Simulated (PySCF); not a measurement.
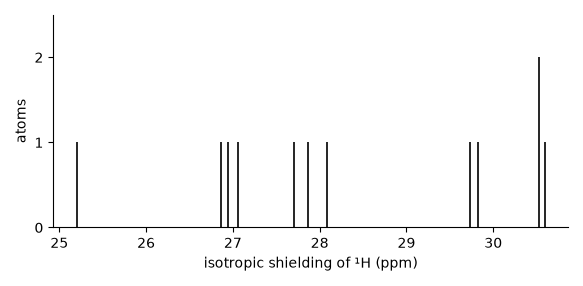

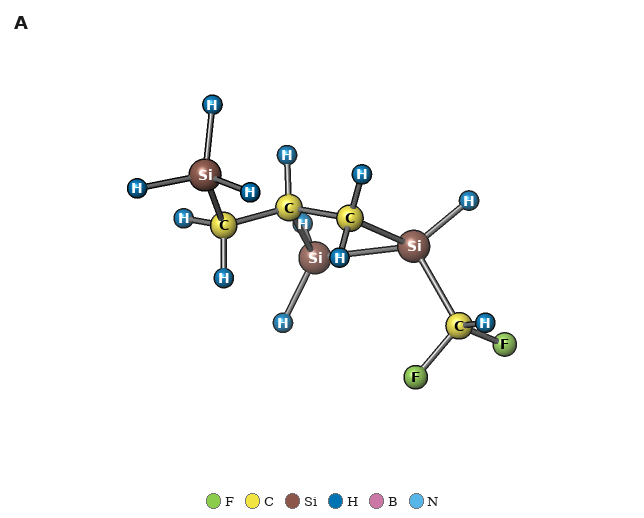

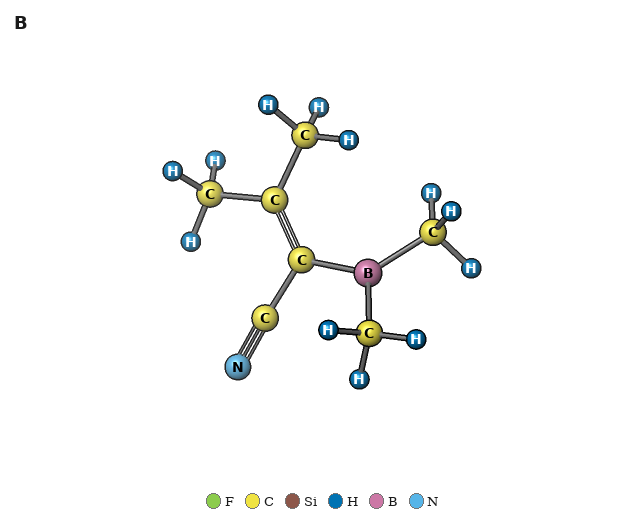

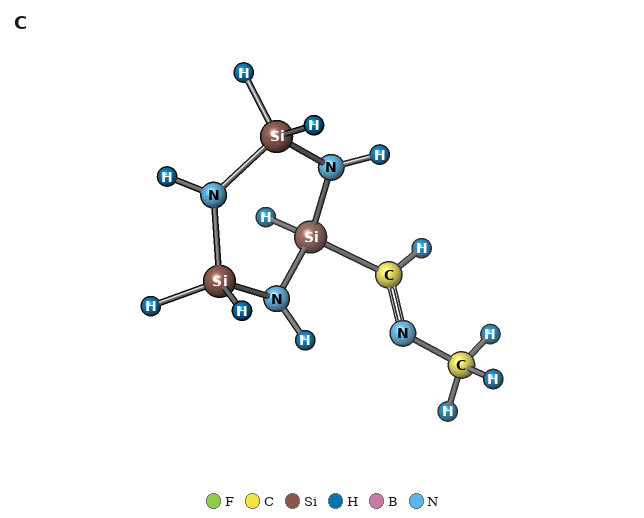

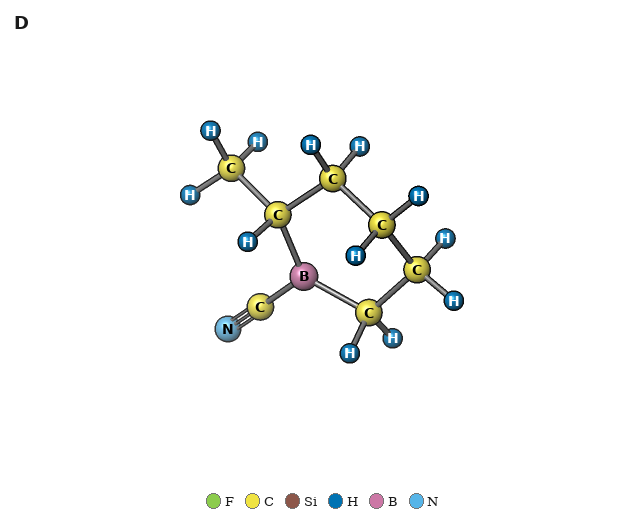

The sticks are computed shieldings of one of the molecules, for one fixed geometry (GFN2-xTB) without averaging over rotations. Low shielding means a high chemical shift. Method: GIAO PBE0/pcSseg-1 NMR shielding, non-relativistic, gas phase (PySCF 2.14.0).

Question: Which molecule gives this pattern?

Answer: A, `FC(F)[Si@@H]1C[C@H](C[SiH3])[SiH2]1`. Its 12 H atoms give lines at 25.20, 26.87, 26.94, 27.06, 27.71, 27.87, 28.08, 29.74, 29.82, 30.53 (2 atoms), 30.59 ppm.

The geometry is semi-empirical. Around Si such bond lengths and angles can be off by a tenth of an ångström or more and by several degrees, and values that hang on the shape move with them.
